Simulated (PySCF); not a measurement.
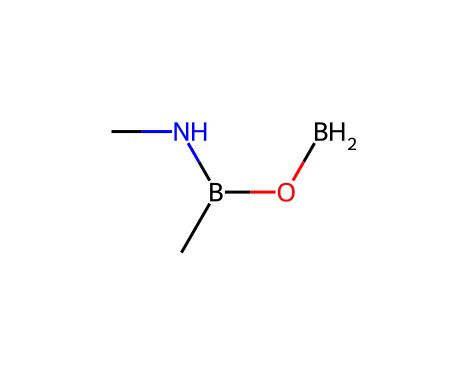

Write the SMILES.

Answer. BOB(C)NC

What is the molecular formula?

Answer. C2H9B2NO.

More results for the same structure follow; atom numbers are the same in all pictures, views and colours differ. The computed structure is the end point of a GFN2-xTB optimisation. No frequency run is at hand to confirm it as a minimum.

Electronic properties

No frequency run is at hand to confirm it as a minimum. Properties computed with B3LYP/pcJ-1, gas phase (PySCF 2.14.0).

Computed properties:

- dipole moment: 2.16 D
- HOMO energy (Kohn–Sham orbital): −6.79 eV
- LUMO energy (Kohn–Sham orbital): −0.40 eV
- HOMO–LUMO gap: 6.39 eV

Spin–spin coupling

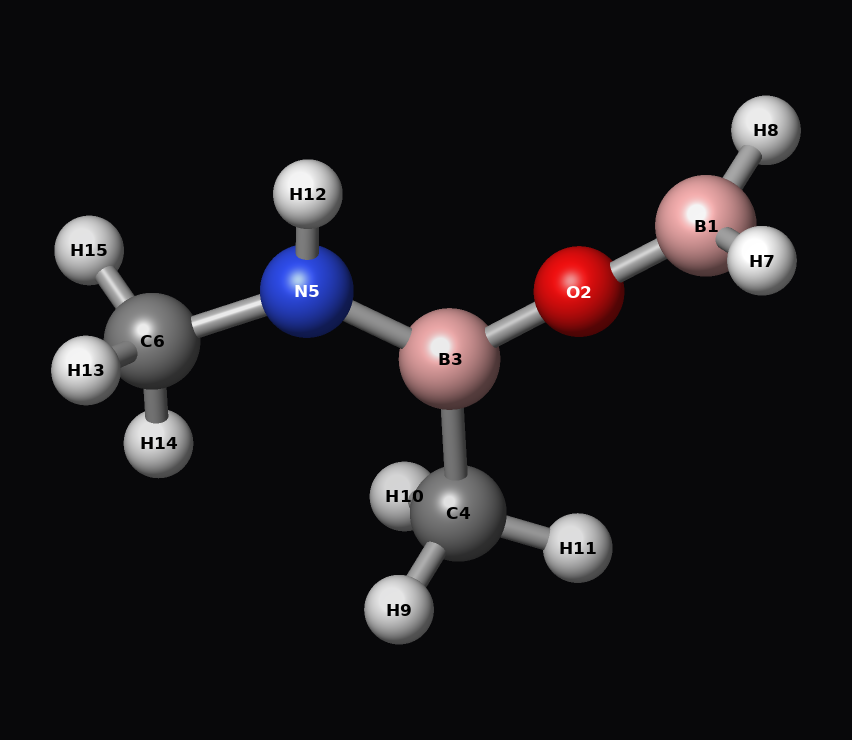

No frequency run is at hand to confirm it as a minimum. Level of theory: B3LYP/pcJ-1 indirect spin-spin coupling, non-relativistic, gas phase (PySCF 2.14.0). Isotopes: 11B, 13C, 1H, 15N, 17O.

Give the spin–spin coupling constants of these pairs, with the number of bonds between them: B1/H7, B1/H8, B1/O2, B3/H11, B3/C6, C4/N5, N5/H15, N5/H13, B3/H7, B3/H14, N5/H11.

```tsv
pair	bonds apart	J (Hz)
B1, H7	1	143.5
B1, H8	1	143.2
B1, O2	1	−33.4
B3, H11	2	−6.7
B3, C6	2	4.7
C4, N5	2	−5.0
N5, H15	2	0.5
N5, H13	2	0.5
B3, H7	3	0.6
B3, H14	3	4.4
N5, H11	3	−2.7
```

Quadrupole coupling

No frequency run is at hand to confirm it as a minimum. Electric field gradients from the ground-state density, B3LYP/pcJ-1 (PySCF 2.14.0), non-relativistic apart from any core potentials.

Give the largest field-gradient component, the quadrupole coupling constant and the asymmetry for 11B at B1 (Q = 40.59 mb), 17O at O2 (Q = −25.6 mb), 11B at B3 (Q = 40.59 mb), 14N at N5 (Q = 20.44 mb), 2H at H7 (Q = 2.86 mb), 2H at H8 (Q = 2.86 mb), 2H at H9 (Q = 2.86 mb), 2H at H10 (Q = 2.86 mb).

```json
{"atom": "B1", "V_zz (a.u.)": "0.439", "e²qQ/h (MHz)": "4.19", "η": "0.40"}
{"atom": "O2", "V_zz (a.u.)": "0.897", "e²qQ/h (MHz)": "−5.40", "η": "0.82"}
{"atom": "B3", "V_zz (a.u.)": "0.284", "e²qQ/h (MHz)": "2.71", "η": "0.66"}
{"atom": "N5", "V_zz (a.u.)": "−0.862", "e²qQ/h (MHz)": "−4.14", "η": "0.53"}
{"atom": "H7", "V_zz (a.u.)": "0.217", "e²qQ/h (MHz)": "0.146", "η": "0.06"}
{"atom": "H8", "V_zz (a.u.)": "0.216", "e²qQ/h (MHz)": "0.145", "η": "0.06"}
{"atom": "H9", "V_zz (a.u.)": "0.311", "e²qQ/h (MHz)": "0.209", "η": "0.02"}
{"atom": "H10", "V_zz (a.u.)": "0.311", "e²qQ/h (MHz)": "0.209", "η": "0.02"}
```

The geometry is semi-empirical. Around B such bond lengths and angles can be off by a tenth of an ångström or more and by several degrees, and values that hang on the shape move with them.
